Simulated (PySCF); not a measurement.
SMILES Cl[C](F)F, doublet at its PBE0/def2-SVP optimised geometry (Å):

```
4

F     -0.7722    -1.1840     0.9394
C     -0.3058    -0.3974     0.0000
F      1.0052    -0.3974     0.0000
Cl    -1.0052     1.1840     0.0000
```

Level of theory: unrestricted PBE0/def2-TZVP run with PySCF. Cells within 0.4 Å of a nucleus heavier than hydrogen are left out (blank, or x).

Map of the log10 of the electron density (e/bohr³), floored at −4 on the plane z = 0.0 Å:

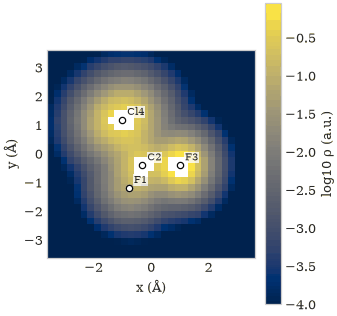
*Log10 of the electron density (e/bohr³), floored at −4 on the plane z = 0.0 Å.*
